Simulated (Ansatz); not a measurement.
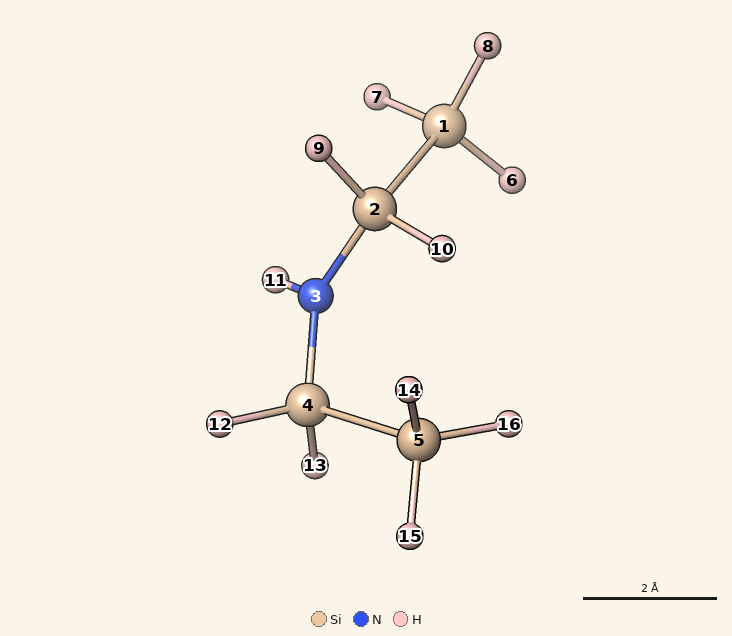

The picture comes from a calculation with Ansatz.

Orthographic view. Depth is shown by fading: the farther an atom, the more it takes the colour of the background. The species has charge +1 and is a spin doublet. Geometry: the geometry of the neutral molecule.

List the bonded neighbours of every atom.

Si1: Si2, H6, H7, H8
Si2: Si1, N3, H9, H10
N3: Si2, Si4, H11
Si4: N3, Si5, H12, H13
Si5: Si4, H14, H15, H16
(terminal hydrogens appear only as neighbours)
